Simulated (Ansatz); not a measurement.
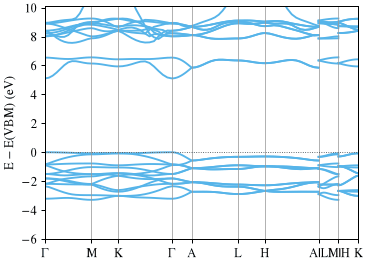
Fig. 1. Band structure from plane-wave PAW PBE (Ansatz code)

Read off the gap and where the band edges lie.

About 5.1 eV (5.11 eV by a search for the band edges); maximum at Γ, minimum at Γ.

The material is CaF2 in space group P6_3/mmc (No. 194; Ca on 2c, F on 4f).

The start of the workflow was typed in or built on a structure type; neither database checked (COD, Materials Project) lists it. It is not the phase usual at ambient conditions (space group No. 225). Symmetry was held in the PBE relaxation; whether a distortion lowers the energy is not shown.

Potentials: the earlier of the program's two PAW sets.
